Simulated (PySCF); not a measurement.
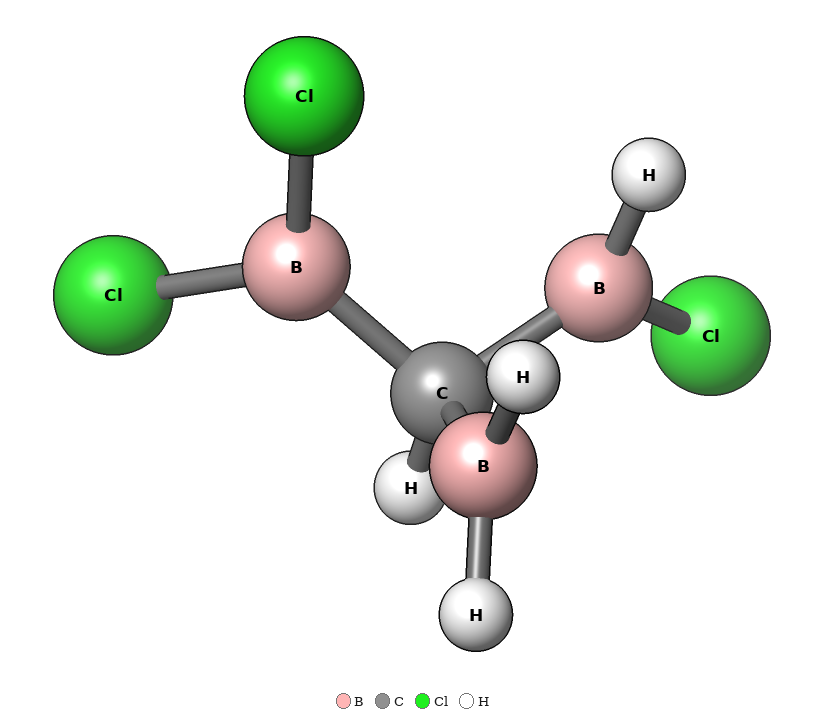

The picture shows a molecular structure as a ball-and-stick model. Every bond is drawn as one stick, whatever its order.

Question: Give the formula.

Answer: CH₄B₃Cl₃, 11 atoms: 1 carbon, 4 hydrogen, 3 boron and 3 chlorine.

Question: How many bonds of each kind are drawn?

Answer: 3 C–B, 3 B–Cl, 3 B–H, 1 C–H.

Question: Write the SMILES.

Answer: B[C@H](BCl)B(Cl)Cl

The parts below concern this one geometry. Atoms keep their numbers from picture to picture. Computed geometry: PBE0-D3(BJ)/def2-SVP optimisation. No frequency run is at hand to confirm it as a minimum.

### Geometry

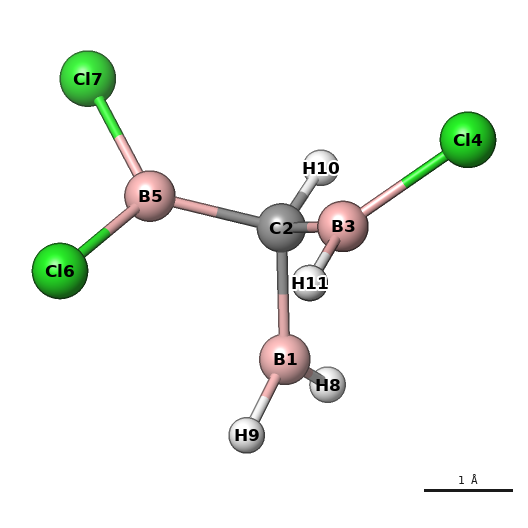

Atoms carry their numbers in the input. No frequency run is at hand to confirm it as a minimum.

Question: Describe the coordination of atom 3.

Answer: B3 has 3 neighbours (C2 at 1.56, Cl4 at 1.75, H11 at 1.20 Å); the arrangement is trigonal planar.

Question: Describe the coordination of atom 2.

Answer: C2 has 4 neighbours (B1 at 1.56, B3 at 1.56, B5 at 1.56, H10 at 1.10 Å); the arrangement is tetrahedral.

Question: Describe the coordination of atom 5.

Answer: B5 has 3 neighbours (C2 at 1.56, Cl6 at 1.75, Cl7 at 1.76 Å); the arrangement is trigonal planar.

Question: What is the geometry at B1?

Answer: B1 has 3 neighbours (C2 at 1.56, H8 at 1.21, H9 at 1.21 Å); the arrangement is trigonal planar.

Question: What is the dihedral angle B3–C2–B5–Cl6?

Answer: 54° in size, that is gauche.

### Excitation

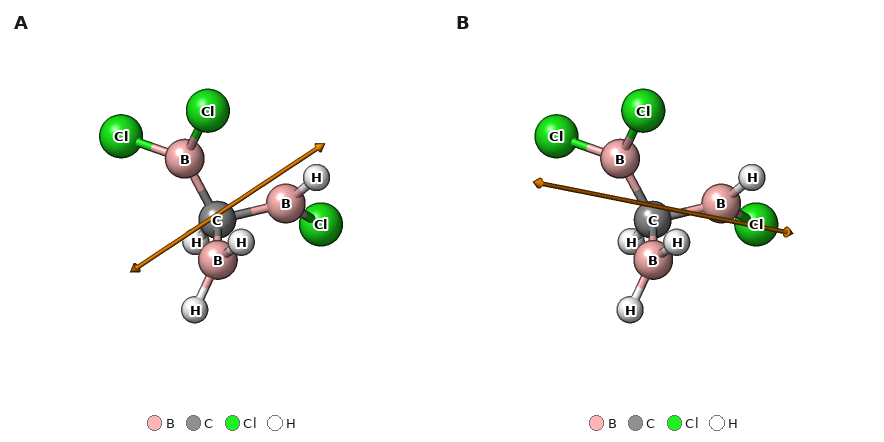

The double arrows show the directions of two transition dipoles from the ground state (lengths mean nothing). No frequency run is at hand to confirm it as a minimum. Properties computed with TDDFT CAM-B3LYP/def2-SVPD, vertical, gas phase, core orbitals frozen in the response (PySCF 2.14.0).

Question: One belongs to singlet state 5 and one to singlet state 9. Which is which?

Answer: A: state 9, 6.97 eV (178 nm), oscillator strength 0.044, mainly HOMO−3 → LUMO+1 (weight 0.65).
B: state 5, 6.25 eV (198 nm), oscillator strength 0.040, of mixed character, with the largest part HOMO → LUMO+1 (weight 0.34).

### NMR shielding

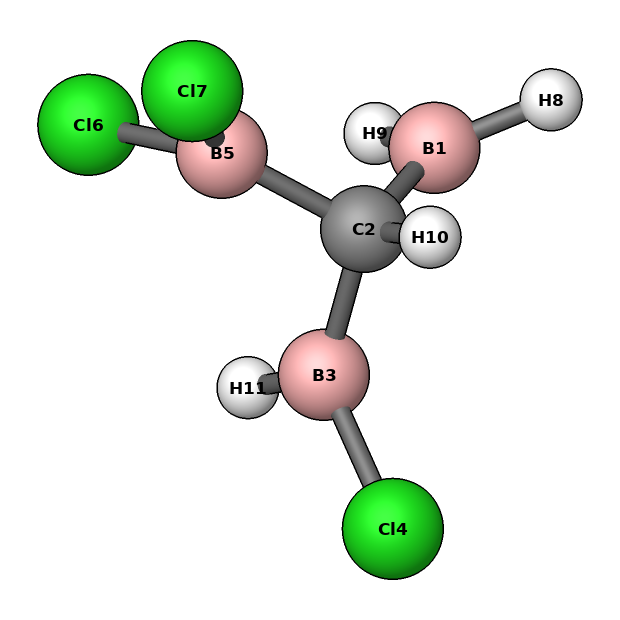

No frequency run is at hand to confirm it as a minimum. Level of theory: GIAO PBE0/IGLO-III NMR shielding, non-relativistic, gas phase (PySCF 2.14.0). Principal shieldings σ11 ≤ σ22 ≤ σ33, span Ω = σ33 − σ11, skew κ = 3(σiso − σ22)/Ω.

Give the shielding tensors of the C atoms.

```tsv
atom	σ11	σ22	σ33	σiso	Ω	κ
C2	−11.1	113.0	150.3	84.0	161.4	−0.54
```

Shieldings and span in ppm.

### Polarisability

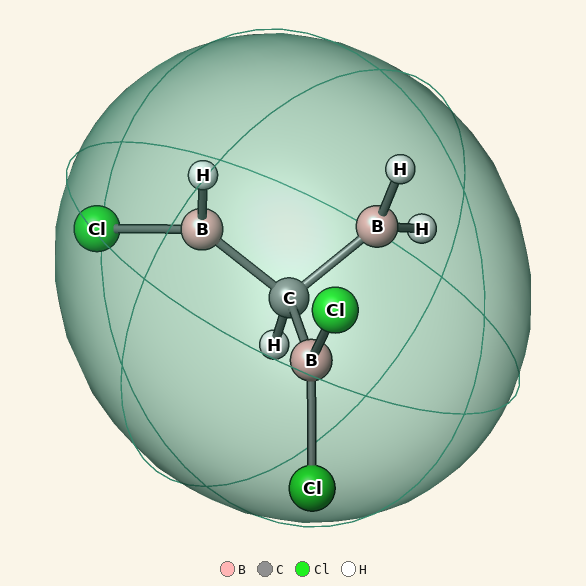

The ellipsoid shows the static dipole polarisability: its half-axes are proportional to the principal values. No frequency run is at hand to confirm it as a minimum. Method: PBE/def2-SVPD (PySCF 2.14.0).

Question: Give the principal values, the mean and the anisotropy.

Answer: Principal values 88.6, 99.0, 112.0 bohr³; mean 99.9 bohr³ (14.80 Å³); anisotropy 20.3 bohr³, so the longest axis is 1.26 times the shortest.
